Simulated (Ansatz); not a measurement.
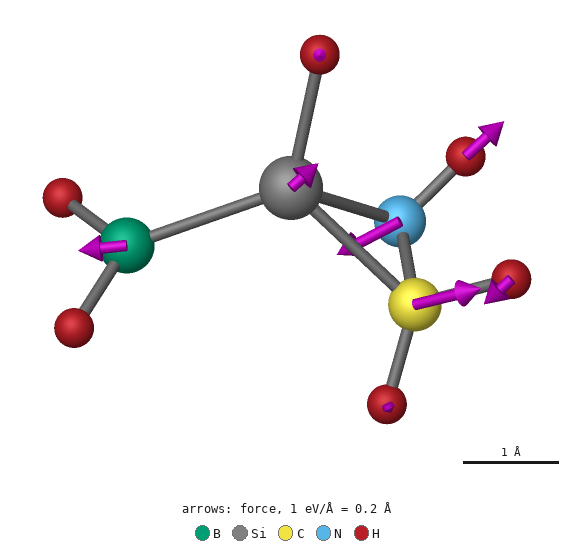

Starting geometry of CH$_{6}$BNSi (coarse preliminary run) with the computed forces as purple arrows. Style: ball-and-stick. Shown face on.

The start comes from a force field.

Computed with Ansatz, RKS PBE-D4/def2-SVP. (force threshold 0.03 eV/Å; at most 200 steps)

**What follows when this structure is relaxed?**

It isn't relaxed: the largest force vector, on the C atom, is 4.07 eV/Å. The final displacements have little in common with the starting forces (cosine between the two patterns −0.03). The largest move after the best rigid fit is that of an H atom, 1.18 Å. By element the largest moves are H 1.18 Å, N 0.95 Å, Si 0.87 Å, B 0.71 Å, C 0.26 Å. Among the contacts that change: B–N 3.054 → 1.480 Å, B–Si 1.879 → 2.233 Å, N–Si 1.848 → 2.065 Å, C–Si 1.813 → 1.960 Å. New bonds form: B–N (3.05 → 1.48 Å). Among the angles between lasting bonds that change: B–Si–N 110.0° → 40.0°, B–Si–C 114.2° → 74.1°, C–Si–H 122.2° → 97.4°. Groups turn about N–Si by about 20°. After 20 accepted moves (22 points after the start) the energy has fallen by 2.390 eV. The largest force component goes from 3.8 to 0.025 eV/Å. The line search rejected the trial steps at points 5, 10 of the run.
